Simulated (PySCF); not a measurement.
# CH4ClFGe (SMILES [CH3][GeH]([F])[Cl]): levels of theory compared

Aim: a comparison of 3 runs (CCSD(T)/STO-3G, CCSD(T)/3-21G, CCSD(T)/6-31G*) of CH4ClFGe. Input form: a Python script.

The calculation is run with PySCF 2.14.0.

## 1. The structure to begin with

CH4ClFGe has 8 atoms, charge 0, and is taken as a singlet. As SMILES, `[CH3][GeH]([F])[Cl]`. The shape is that of a PBE0-D4/def2-TZVP optimisation.

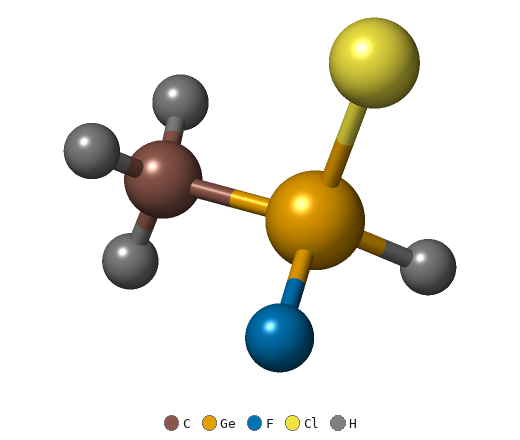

The structure, seen from a chosen angle (carbon brown, germanium amber, fluorine blue, chlorine yellow, hydrogen grey).

## 2. A single-point energy at CCSD(T)/STO-3G (run 1)

Input file input.py:

```python
# [CH3][GeH]([F])[Cl]
from pyscf import gto, scf, cc

mol = gto.M(
    atom='''
C     -0.227500     1.039800    -0.100000
Ge     0.142600    -0.824900     0.211300
F      1.838500    -0.974300     0.547000
Cl    -0.191100    -1.943800    -1.585800
H     -1.277600     1.172400    -0.361700
H     -0.001700     1.614900     0.798900
H      0.395300     1.393000    -0.921800
H     -0.586300    -1.534400     1.356400
''',
    verbose=3,
    basis='sto-3g',
    max_memory=1860,
    spin=0,
)

mf = scf.RHF(mol)
mf.conv_tol = 1e-10
mf.kernel()
if not mf.converged:
    mf = mf.newton().run(mf.mo_coeff, mf.mo_occ)

mycc = cc.CCSD(mf, frozen=16)
mycc.kernel()
e_t = mycc.ccsd_t()
etot = mycc.e_tot + e_t
print('E = %.10f Eh' % etot)
```

Launch:

```console
$ OMP_NUM_THREADS=1 python input.py
```

The program printed:

```text
converged SCF energy = -2644.20075882028
E(CCSD) = -2644.34163997465  E_corr = -0.1408811543697539
CCSD(T) correction = -0.002892729208015
E = -2644.3445327039 Eh
```

Run time: 0.99 s. Hardware: 1 thread of Arm Neoverse V2, shared host; peak memory 0.11 GiB.

## 3. A single-point energy at CCSD(T)/3-21G (run 2)

Input file run.py:

```python
# [CH3][GeH]([F])[Cl]
from pyscf import gto, scf, cc

molecule = gto.Mole()
molecule.atom = '''
C     -0.227500     1.039800    -0.100000
Ge     0.142600    -0.824900     0.211300
F      1.838500    -0.974300     0.547000
Cl    -0.191100    -1.943800    -1.585800
H     -1.277600     1.172400    -0.361700
H     -0.001700     1.614900     0.798900
H      0.395300     1.393000    -0.921800
H     -0.586300    -1.534400     1.356400
'''
molecule.verbose = 4
molecule.spin = 0
molecule.charge = 0
molecule.basis = '3-21g'
molecule.max_memory = 1860
molecule.build()

mf = scf.RHF(molecule)
mf.conv_tol = 1e-10
mf.kernel()
if not mf.converged:
    mf = mf.newton().run(mf.mo_coeff, mf.mo_occ)

mycc = cc.CCSD(mf, frozen=16)
mycc.kernel()
e_t = mycc.ccsd_t()
e_final = mycc.e_tot + e_t
print('E = %.10f Eh' % e_final)
```

Launch:

```console
$ OMP_NUM_THREADS=1 python run.py
```

The program printed:

```text
PySCF version 2.14.0

[... 62 lines left out ...]
converged SCF energy = -2661.63516139232
[... 12 lines left out ...]
Init t2, MP2 energy = -2661.94228661635  E_corr(MP2) -0.307125224031047
[... 11 lines left out ...]
CCSD converged
[... 2 lines left out ...]
E = -2661.9758541732 Eh
```

Wall time 5.1 s (1 thread of Arm Neoverse V2, shared host); peak memory 0.16 GiB.

## 4. A single-point energy at CCSD(T)/6-31G(d) (spherical functions) (run 3)

Input file calc.py:

```python
# [CH3][GeH]([F])[Cl]
from pyscf import gto, cc

mol = gto.M(
    atom='''
C     -0.227500     1.039800    -0.100000
Ge     0.142600    -0.824900     0.211300
F      1.838500    -0.974300     0.547000
Cl    -0.191100    -1.943800    -1.585800
H     -1.277600     1.172400    -0.361700
H     -0.001700     1.614900     0.798900
H      0.395300     1.393000    -0.921800
H     -0.586300    -1.534400     1.356400
''',
    max_memory=1860,
    basis='6-31g*',
    verbose=3,
    spin=0,
    charge=0,
)

mf = mol.RHF()
mf.conv_tol = 1e-10
mf.kernel()
if not mf.converged:
    mf = mf.newton().run(mf.mo_coeff, mf.mo_occ)

mycc = cc.CCSD(mf, frozen=16)
mycc.kernel()
e_t = mycc.ccsd_t()
e_tot = mycc.e_tot + e_t
print('E(%s) = %.9f' % ('CCSD(T)', e_tot))
```

Launch:

```console
$ OMP_NUM_THREADS=1 python calc.py
```

The program printed:

```text
converged SCF energy = -2674.27975461458
E(CCSD) = -2674.977991109538  E_corr = -0.6982364949568646
CCSD(T) correction = -0.0150739310236643
E(CCSD(T)) = -2674.993065041
```

It took 35 s on 1 thread of Arm Neoverse V2, shared host; peak memory 0.4 GiB.

## 5. The series

| run | level | energy (Eh) | dipole moment (D) of the reference | HOMO energy (eV) | LUMO energy (eV) | wall time |
| --- | --- | --- | --- | --- | --- | --- |
| 1 | CCSD(T)/STO-3G | -2644.344533 | 3.17 | -10.00 | 8.74 | 0.99 s |
| 2 | CCSD(T)/3-21G | -2661.975854 | 3.95 | -12.24 | 3.86 | 5.1 s |
| 3 | CCSD(T)/6-31G* (spherical functions) | -2674.993065 | 3.36 | -12.10 | 3.70 | 35 s |

## 6. Outcome

```
                                           quantity           value
                                run 3: total energy  -2674.99307 Eh
        run 3: dipole moment (Hartree–Fock density)          3.36 D
         run 3: HOMO energy (Hartree–Fock orbitals)       -12.10 eV
         run 3: LUMO energy (Hartree–Fock orbitals)         3.70 eV
       run 3: HOMO–LUMO gap (Hartree–Fock orbitals)        15.80 eV
run 3: correlation energy (16 core orbitals frozen)      -713.3 mEh
                              run 3: (T) correction      -15.07 mEh
                               run 3: T1 diagnostic           0.011
```

In words: In run 1 the basis is minimal, so the values are rough. All runs together took 41 s, the longest 35 s.
